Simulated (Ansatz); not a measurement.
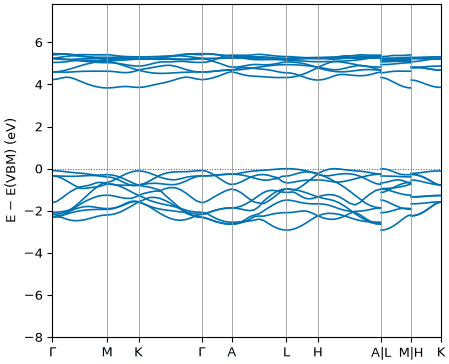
*Band structure from PBE in the plane-wave PAW code Ansatz*

Read off the gap and where the band edges lie.

About 3.8 eV (3.83 eV by a search for the band edges); maximum on the H–A line, 26 % of the way from H, minimum at M.

The material is La2O3 (La2O3 or Ni2Al3 type, P-3m1).

Symmetry was held in the PBE relaxation. Spin–orbit coupling is left out wherever it is not named.

Potentials: the earlier of the program's two PAW sets.
